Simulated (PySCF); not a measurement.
# CuO₂: frequency calculation

The run: frequency calculation of CuO₂, multiplicity 4. Method and program: UKS-based PBE0, Cu def2-TZVP, O def2-TZVP; non-relativistic Hamiltonian; density fitting (PySCF 2.14.0).

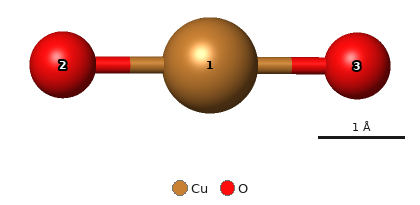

Fig. 1: The structure (ball-and-stick view, seen on its broad side; atoms are numbered from 1 in the order of the input). Sticks mark near contacts. Bond lengths as drawn: Cu–O 1.74 Å.

**The input**
```python
from pyscf import gto, scf, dft
mol = gto.M(atom='''
Cu     0.000000     0.000000     0.000000
O      1.737695    -0.000000    -0.000000
O     -1.737695     0.000000     0.000000''',
    basis={'Cu': 'def2-TZVP', 'O': 'def2-TZVP'},
    charge=0, spin=3)
mf = dft.UKS(mol, xc='PBE0')
mf.grids.atom_grid = (75, 302)
aux = {'Cu': 'def2-universal-JKFIT', 'O': 'def2-universal-JKFIT'}
mf = mf.density_fit(auxbasis=aux)
mf.conv_tol = 1e-09
mf.diis_space = 10
mf.max_cycle = 60
mf.verbose = 4
mf.kernel()
```

The script is an equivalent of the set-up of the self-consistent field. The run itself was carried out by a driver, which started from the orbitals of the step before it where there was one and computed the further properties.

Machine: 4 threads of Arm Neoverse V2, 24 GiB of memory available, shared host.

Run as:
```bash
OMP_NUM_THREADS=4 python axn.py task.json out
```

**What the program printed**
```
init E= -1790.46813950484
  alpha nocc = 24  HOMO = -0.346530376743088  LUMO = -0.0129071208012235
  beta  nocc = 21  HOMO = -0.305389588692294  LUMO = -0.18224485437198
  HOMO = -0.305389588692  LUMO = -0.182244854372  gap/eV = 3.35094
cycle= 1 E= -1790.46813950467  delta_E= 1.71e-10  |g|= 3.09e-05  |ddm|= 1.22e-05
  alpha nocc = 24  HOMO = -0.346538126508946  LUMO = -0.0129093004117138
  beta  nocc = 21  HOMO = -0.30538821305447  LUMO = -0.182243533170573
  HOMO = -0.305388213054  LUMO = -0.182243533171  gap/eV = 3.35094
cycle= 2 E= -1790.46813950184  delta_E= 2.83e-09  |g|= 0.000128  |ddm|= 4.77e-05
  alpha nocc = 24  HOMO = -0.346531756725639  LUMO = -0.0129074867913559
  beta  nocc = 21  HOMO = -0.305388984749527  LUMO = -0.182244289324488
  HOMO = -0.30538898475  LUMO = -0.182244289324  gap/eV = 3.35094
cycle= 3 E= -1790.46813950485  delta_E= -3.01e-09  |g|= 1.89e-06  |ddm|= 3.76e-05
  alpha nocc = 24  HOMO = -0.346531806430342  LUMO = -0.0129075128165184
  beta  nocc = 21  HOMO = -0.305389149864197  LUMO = -0.182244448437501
  HOMO = -0.305389149864  LUMO = -0.182244448438  gap/eV = 3.35094
cycle= 4 E= -1790.46813950486  delta_E= -1.02e-11  |g|= 6.14e-07  |ddm|= 1.31e-06
  alpha nocc = 24  HOMO = -0.346531771728246  LUMO = -0.0129075070509757
  beta  nocc = 21  HOMO = -0.305389209570107  LUMO = -0.182244511278977
  HOMO = -0.30538920957  LUMO = -0.182244511279  gap/eV = 3.35094
Extra cycle  E= -1790.46813950485  delta_E= 1.02e-11  |g|= 1.88e-06  |ddm|= 1.48e-06
converged SCF energy = -1790.46813950485  <S^2> = 3.7742921  2S+1 = 4.0121277
```

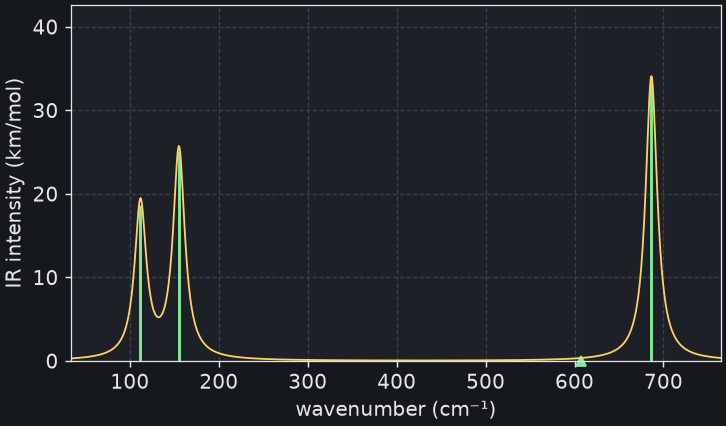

Fig. 2: Harmonic infrared spectrum, unscaled: sticks (degenerate modes added up, dark ones marked on the axis) with a Lorentzian envelope of 16 cm⁻¹ full width, scaled to the tallest stick. 4 modes from 112 to 686 cm⁻¹, none imaginary. The strongest line is at 686 cm⁻¹ (34 km/mol). All modes, in cm⁻¹ (km/mol): 112 (18.7), 155 (25), 607 (0.0), 686 (34). The two bends of a linear molecule should be equal; they aren't, because the electronic state found breaks the axial symmetry.

**Results in brief**

| quantity | value |
| --- | --- |
| outcome | converged |
| total energy | −1790.468140 hartree |
| ⟨S²⟩ | 3.774 |
| zero-point energy | 0.003554 hartree |
| dipole moment | 0.00 D |
| wavenumbers, lowest and highest | 112 and 686 cm⁻¹ |
| wall time | 22 s (CPU time 70 s) |
| peak memory | 0.92 GiB |

**Remarks**

Checks after the run noted: the SCF density has lower symmetry than the nuclear frame.
